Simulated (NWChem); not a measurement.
# PBE0/aug-cc-pVDZ run of SiH4 (silane)

What is the vertical ionisation energy of SiH4 (silane) at PBE0/aug-cc-pVDZ? 

Program for the calculation: NWChem 7.3.0.

1 further run of the same task is left out (set aside as unsound or not needed).

## 1. The system as given

The species is SiH4 (5 atoms), meant as a singlet with charge 0. SMILES: `[SiH4]`. The coordinates come from a PBE0-D4/def2-TZVP relaxation.

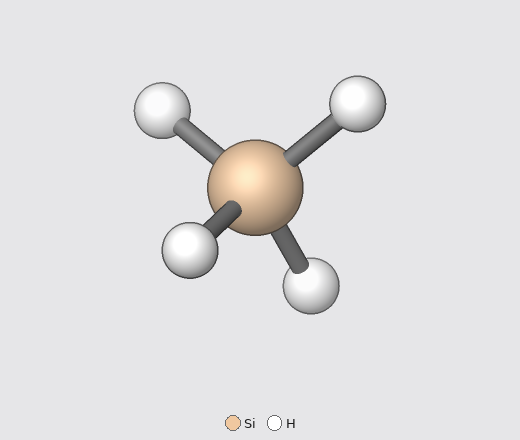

The structure, seen from a chosen angle (silicon light orange, hydrogen white).

## 2. A single-point energy at PBE0/aug-cc-pVDZ

The input, mymol.nw:

```
start mymol
title "H4Si energy"
memory total 2200 mb
charge 0
geometry noautosym nocenter noautoz
  Si    0.000000    0.000000   -0.000100
  H     0.967600   -0.688400    0.890900
  H    -1.331000    0.044900    0.656000
  H    -0.105100   -0.740300   -1.282600
  H     0.468500    1.383800   -0.264200
end
basis spherical bse
  * library aug-cc-pVDZ
end
dft
  xc pbe0
  grid fine
  convergence energy 1e-08
  maxiter 100
  mulliken
  noprint "final vectors analysis"
end
task dft energy
```

On the command line:

```sh
$ nwchem mymol.nw > mymol.out
```

The program printed:

```text
[...]
          Wavefunction type:  closed shell.
          No. of atoms     :     5
          No. of electrons :    18
[...]
          Charge           :     0
          Spin multiplicity:     1
[...]
          AO basis - number of functions:    63
[...]
              XC Information
              --------------
                         PBE0 Method XC Functional
                     Hartree-Fock (Exact) Exchange  0.250
          PerdewBurkeErnzerhof Exchange Functional  0.750
            Perdew 1991 LDA Correlation Functional  1.000 local
           PerdewBurkeErnz. Correlation Functional  1.000 non-local
[...]
 d= 0,ls=0.0,diis     1   -291.7326701078 -3.13D+02  5.42D-03  5.86D-02     2.0
[...]
 d= 0,ls=0.0,diis     6   -291.7423739893 -7.19D-10  1.63D-07  1.53D-11     8.4
         Total DFT energy =     -291.742373989260
      One electron energy =     -445.604691253603
           Coulomb energy =      154.820925982072
    Exchange-Corr. energy =      -22.229198528187
 Nuclear repulsion energy =       21.270589810457
[...]
      Total Density - Mulliken Population Analysis
     ---------------------------------------------
    Atom       Charge   Shell Charges
 -----------   ------   -------------------------------------------------------
    1 Si  14    14.51   2.00  2.03  0.77  0.72 -0.06  6.02  1.59  1.22 -0.01  0.17  0.06
    2 H    1     0.87   0.72  0.13  0.01  0.01 -0.01
    3 H    1     0.87   0.72  0.13  0.01  0.01 -0.01
    4 H    1     0.87   0.72  0.13  0.01  0.01 -0.01
    5 H    1     0.87   0.72  0.13  0.01  0.01 -0.01
[...]
```

Run time: 9 s. Hardware: 1 thread of Intel Xeon Platinum 8259CL at 2.50GHz (Skylake/Cascade Lake), shared host; peak memory 0.11 GiB.

## 3. The doublet cation

The input, nw.nw:

```
start nw
memory total 2200 mb
charge 1

geometry noautosym nocenter noautoz
  Si    0.000000    0.000000   -0.000100
  H     0.967600   -0.688400    0.890900
  H    -1.331000    0.044900    0.656000
  H    -0.105100   -0.740300   -1.282600
  H     0.468500    1.383800   -0.264200
end

basis spherical bse
  * library aug-cc-pVDZ
end

dft
  xc pbe0
  mult 2
  grid fine
  convergence energy 1e-08
  iterations 100
  mulliken
  print low
end

task dft
```

On the command line:

```sh
$ nwchem nw.nw > nw.out
```

The program printed:

```text
[...]
 d= 0,ls=0.0,diis     1   -291.1918851927 -3.12D+02  1.40D-02  2.48D-01     2.4
[...]
 d= 0,ls=0.0,diis    15   -291.2861585445 -5.77D-09  1.46D-06  8.66D-10    26.2
[...]
         Total DFT energy =     -291.286158544458
      One electron energy =     -440.046005337967
           Coulomb energy =      149.395896570896
    Exchange-Corr. energy =      -21.906639587844
 Nuclear repulsion energy =       21.270589810457
[...]
      Total Density - Mulliken Population Analysis
     ---------------------------------------------
    Atom       Charge   Shell Charges
 -----------   ------   -------------------------------------------------------
    1 Si  14    13.91   2.00  2.03  0.86  0.66 -0.09  6.02  1.50  0.75 -0.01  0.15  0.03
    2 H    1     0.77   0.66  0.10  0.01  0.01 -0.01
    3 H    1     0.77   0.66  0.10  0.01  0.01 -0.01
    4 H    1     0.77   0.66  0.10  0.01  0.01 -0.01
    5 H    1     0.77   0.66  0.10  0.01  0.01 -0.01
[...]
      <S2> =      0.7611 (Exact =     0.7500)
[...]
```

It took 27 s on 1 thread of Intel Xeon Platinum 8259CL at 2.50GHz (Skylake/Cascade Lake), shared host; peak memory 0.11 GiB.

## 4. What came out

At PBE0/aug-cc-pVDZ:

| quantity | value |
| --- | --- |
| singlet SiH4: total energy | -291.74237 Eh |
| singlet SiH4: dipole moment | 0.00 D |
| doublet cation: total energy | -291.28616 Eh |
| doublet cation: ⟨S²⟩ | 0.761 |
| vertical ionisation energy (to the doublet cation) | 12.414 eV |

Removing an electron at fixed nuclei costs 12.41 eV (286 kcal/mol).
